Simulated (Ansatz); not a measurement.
## Amorphous Si24O49Na2

It comes from a melt-quench run on a machine-learned potential (CHGNet), relaxed afterwards by DFT. O atoms were pushed apart under 1.9 Å during the dynamics, to hinder bonds among them. The hot cell started wider than the set density and was brought back towards it in steps. It is the lowest in DFT energy of 2 quenches. It is a model cell: composition and starting density were chosen by hand, and all elements were melted together. No dispersion term was used. Cycles of charging and discharging annealed it further.

Methods: PBE, scalar-relativistic without spin-orbit coupling (Ansatz, an electronic-structure program); r2SCAN, scalar-relativistic without spin-orbit coupling (Ansatz); HSE06, scalar-relativistic without spin-orbit coupling (Ansatz). Geometry, pressure, stress and energy are those of the PBE run. Its sampling: a 2×2×2 Γ-centred mesh; Fermi-Dirac width 0.02 eV; no spin polarisation. Other functionals are single points at the zone centre (r2SCAN at 500 eV; exact exchange cut at the cell's faces), free to take moments where seeds were set. At PBE the levels at the filled edge of the gap are localised (band-tail or defect states), and the nearest spread-out levels lie 5.4 eV apart at the zone centre.

```json
{
  "number_of_atoms_in_the_cell": "75",
  "Density (held, not predicted)": "2.21 g/cm^3",
  "volume_per_atom": "101.6 bohr³",
  "Pressure on a 2×2×2 Γ-centred mesh": "-0.36 GPa",
  "Largest force and stress component on that mesh (the relaxation ran on the zone centre alone)": "0.03 eV/Å and 0.6 GPa",
  "Level gap on a 2×2×2 Γ-centred mesh (PBE)": "2.99 eV",
  "Level gap at the zone centre (PBE)": "2.98 eV",
  "Level gap at the zone centre (r2SCAN)": "3.55 eV",
  "Level gap at the zone centre (HSE06)": "4.58 eV"
}
```

Bonds are counted up to Si-Si 2.60 Å, Si-O 1.96 Å, Si-Na 3.05 Å, O-O 1.58 Å, O-Na 2.78 Å, Na-Na 3.65 Å. Two cations that share two anions don't count as bonded, nor two that share one unless they lie closer than Si-Si 2.38 Å, Si-Na 2.96 Å, Na-Na 3.55 Å.

```json
{
 "Mean coordination of Si by anions": "4.04 (23 with 4, 1 with 5)",
 "Mean coordination of O": "2.12 (1 with 1, 41 with 2, 7 with 3)",
 "Mean coordination of Na by anions": "3.50 (1 with 3, 1 with 4)",
 "Mean Si-O bond": "1.640 Å (spread 0.035 Å, 97 counted)",
 "Mean O-Na bond": "2.528 Å (spread 0.116 Å, 7 counted)"
}
```

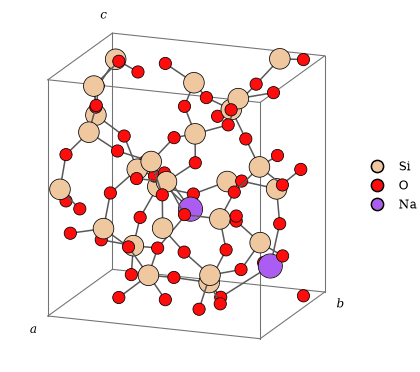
The relaxed cell

Its density started from a set value of 2.21 g/cm³. The simulated quench (nominally 400 K/ps over its main leg) is rapid and tends to freeze in more defects than a deposited or slowly cooled glass has. A cell of this size samples the disorder only roughly. The volume was held where the preparation left it and the shape relaxed, at a PBE pressure of -0.4 GPa (tension). Stress components on the final sampling reach 0.6 GPa. Cycles of charging lowered its energy after that relaxation.
